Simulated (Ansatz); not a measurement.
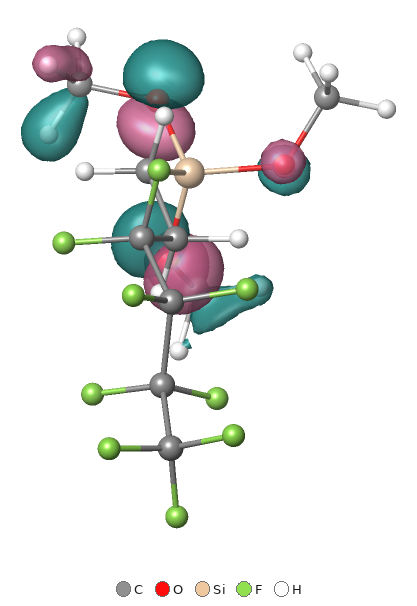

*C9H13F9O3Si (SMILES CO[Si](CCC(F)(F)C(F)(F)C(F)(F)C(F)(F)F)(OC)OC). The HOMO−1 at ±0.15 Å⁻³ᐟ² (teal and pink are the two phases), seen at an oblique angle.*

Geometry: PBE-D4/def2-SVP.

All numbers below come from RKS PBE0-D4/def2-TZVP in Ansatz.

```yaml
atoms:
  - { symbol: C, position_ang: [-3.8127, 1.1299, -0.0255] }
  - { symbol: O, position_ang: [-2.8542, 0.1005, -0.1943] }
  - { symbol: Si, position_ang: [-1.8076, -0.4592, 0.9753] }
  - { symbol: C, position_ang: [-0.2511, 0.5693, 1.1293] }
  - { symbol: C, position_ang: [0.5798, 0.5499, -0.1594] }
  - { symbol: C, position_ang: [1.8494, 1.3718, -0.0324] }
  - { symbol: F, position_ang: [1.5457, 2.6630, 0.3187] }
  - { symbol: F, position_ang: [2.6595, 0.8722, 0.9499] }
  - { symbol: C, position_ang: [2.7042, 1.4932, -1.3345] }
  - { symbol: F, position_ang: [1.9818, 2.1898, -2.2516] }
  - { symbol: F, position_ang: [3.8303, 2.1954, -1.0437] }
  - { symbol: C, position_ang: [3.1234, 0.1386, -1.9876] }
  - { symbol: F, position_ang: [2.0447, -0.3846, -2.6280] }
  - { symbol: F, position_ang: [3.5244, -0.7343, -1.0300] }
  - { symbol: C, position_ang: [4.2801, 0.2588, -3.0315] }
  - { symbol: F, position_ang: [5.4480, 0.4953, -2.4185] }
  - { symbol: F, position_ang: [4.0268, 1.2518, -3.9007] }
  - { symbol: F, position_ang: [4.3754, -0.8964, -3.7104] }
  - { symbol: O, position_ang: [-1.2829, -1.9645, 0.4888] }
  - { symbol: C, position_ang: [-2.1398, -3.0081, 0.0512] }
  - { symbol: O, position_ang: [-2.6984, -0.4890, 2.3919] }
  - { symbol: C, position_ang: [-2.2088, -0.8999, 3.6540] }
  - { symbol: H, position_ang: [-4.5343, 1.0846, -0.8672] }
  - { symbol: H, position_ang: [-4.3738, 1.0211, 0.9283] }
  - { symbol: H, position_ang: [-3.3396, 2.1391, -0.0369] }
  - { symbol: H, position_ang: [0.3590, 0.1858, 1.9745] }
  - { symbol: H, position_ang: [-0.5325, 1.6105, 1.3926] }
  - { symbol: H, position_ang: [0.8557, -0.4899, -0.4221] }
  - { symbol: H, position_ang: [-0.0011, 0.9530, -1.0135] }
  - { symbol: H, position_ang: [-1.5156, -3.8314, -0.3521] }
  - { symbol: H, position_ang: [-2.7538, -3.4144, 0.8863] }
  - { symbol: H, position_ang: [-2.8307, -2.6621, -0.7483] }
  - { symbol: H, position_ang: [-3.0508, -0.9106, 4.3764] }
  - { symbol: H, position_ang: [-1.7699, -1.9230, 3.6218] }
  - { symbol: H, position_ang: [-1.4310, -0.2065, 4.0496] }
```

### What is the character of this orbital?

It lies mainly on O19 (about 30 %), O21 (about 30 %) and C20 (about 5 %). Its energy is −8.33 eV.
